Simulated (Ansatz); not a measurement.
# CHBIn (doublet): what the fields show

Input file:

```
crystal:
  periodic: [false, false, false]
  atoms:
    - {symbol: C, position_ang: [0.476838, 0.300718, 0.339813]}
    - {symbol: B, position_ang: [0.371411, 1.642803, 0.178783]}
    - {symbol: In, position_ang: [-1.031605, -0.229729, -1.331113]}
    - {symbol: H, position_ang: [0.846266, -0.620413, 0.782796]}
basis:
  gaussian:
    orbitals: def2-TZVPD
magnetization:
  spin_polarized: true
  initial_magnetization: 1
hamiltonian:
  xc: {name: PBE0}
output:
  forces: true
  orbitals: {seedname: orbitals}
```

Launched as:

```sh
ansatz run input.yaml --threads 1 --pin off --max-ram 2610MiB --events-out events.jsonl --progress --plain --runs-dir runs
```

Geometry: PBE0-D3(BJ)/def2-SVP; core potentials replace the inner electrons of In.

These are results of Ansatz 0.2.0, isolated molecule in a Gaussian basis; Kohn-Sham density functional theory, functional PBE0, not measurements.

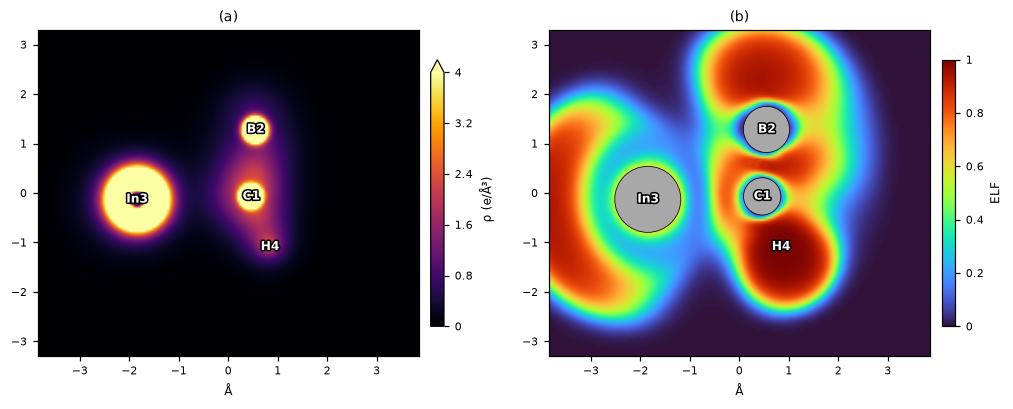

Figure 1. (a) electron density; (b) electron localisation function on the molecular plane. Grey discs cover the atomic cores in the ELF map.

### Interpret the plot.

The plane passes through C, B, In and H nuclei. C–B (1.36 Å): ρ at the midpoint is about 1.9 e/Å³; the ELF peaks at about 0.90 between the atoms: localised, covalent bonding. C–In (2.31 Å): the density is about 0.45 e/Å³ at the midpoint; the ELF peaks at about 0.80 in the valence shell of C, 0.7 Å from its nucleus, and drops to about 0.15 between the two atoms. C–H (1.09 Å): ρ is about 1.9 e/Å³ halfway; the ELF climbs to about 1 towards the hydrogen, as it does in any bond to H (an ordinary covalent bond to hydrogen). The ELF also peaks beside B2, away from the bonds: non-bonding electrons, paired or unpaired.

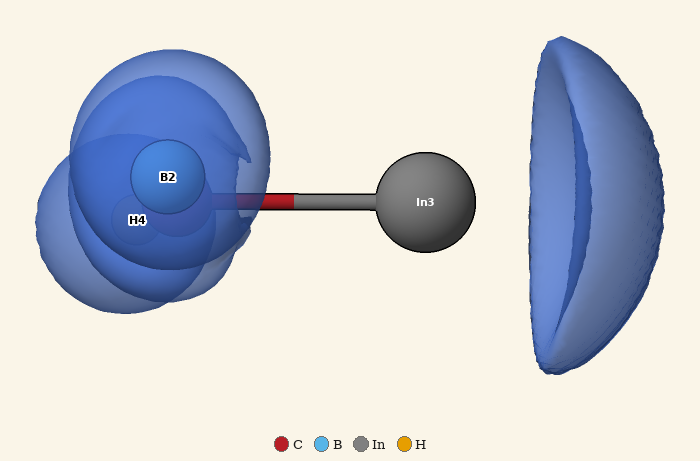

Figure 2. Isosurface of the electron localisation function at 0.8 (blue), seen from one side. Only the valence region is drawn (cores and ρ < 0.01 e/Å³ removed).

### What do the ELF domains correspond to?

The ELF exceeds this value in one region between bonded B–C atoms (shared pairs), one region around a hydrogen nucleus, one lobe on B, pointing away from the bonds (non-bonding electrons) and one lobe on In, pointing away from the bonds (non-bonding electrons).

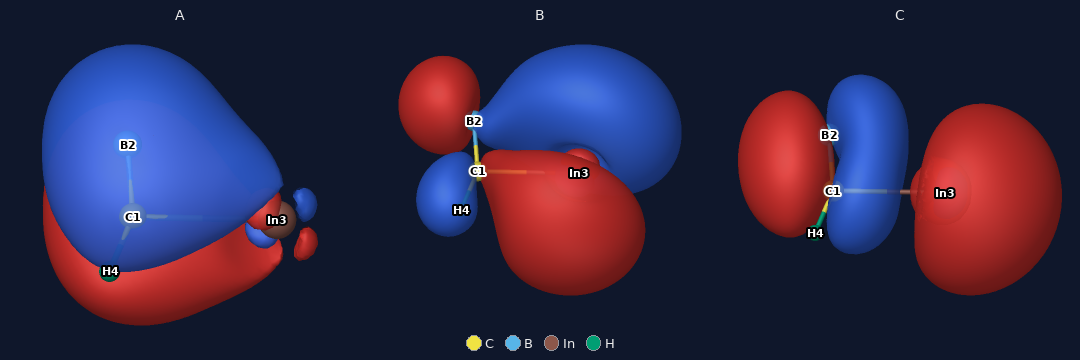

Figure 3. Three frontier orbitals at ±0.06 Å⁻³ᐟ² (red and blue are the two phases), in no order.

### Order the three orbitals by energy and name them. All are α orbitals.

A is the HOMO−1 (α) (−6.74 eV). By Hirshfeld shares it lies mainly on C1 (about 50 %), B2 (about 40 %) and In3 (about 10 %); it changes sign across the molecular plane (π type); π-bonding across C1–B2. C is the HOMO (α) (−6.25 eV). By Hirshfeld shares it lies mainly on In3 (about 50 %), C1 (about 25 %) and B2 (about 20 %); it is symmetric in the molecular plane (an in-plane orbital: σ, lone-pair or in-plane π type). B is the LUMO (α) (−2.12 eV). By Hirshfeld shares it lies mainly on In3 (about 75 %), B2 (about 15 %) and C1 (about 10 %); it is symmetric in the molecular plane (an in-plane orbital: σ, lone-pair or in-plane π type).

### What is the gap between the highest occupied and lowest empty α orbitals?

4.13 eV between the orbital energies.
